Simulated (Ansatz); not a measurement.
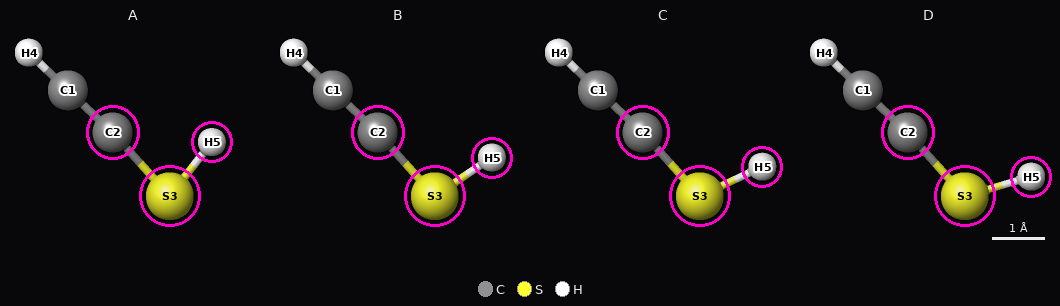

Energy scan for C2H2S, in which the H5–S3–C2 angle is varied, with the rest of the molecule carried along rigidly. A ball-and-stick model, seen onto the plane of the angle. The ringed atoms are those of the scanned coordinate.

Computed with Ansatz: PBE0-D4, basis def2-TZVPP, on geometries moved rigidly from the minimum at PBE0-D4/def2-TZVP. Energies are counted from the PBE0-D4/def2-TZVP minimum geometry at the same level.

**Order these geometries by energy, lowest first.**

Lowest first: B (the angle 96.7°, 0.0 meV), C (the angle 105.7°, 67.5 meV), D (the angle 114.7°, 264.5 meV), A (the angle 78.7°, 286.5 meV). Over the whole scan: of the computed points the lowest is at the angle 96.7°, 0.0 meV. The curvature at the lowest point is about 5.6 eV/rad².
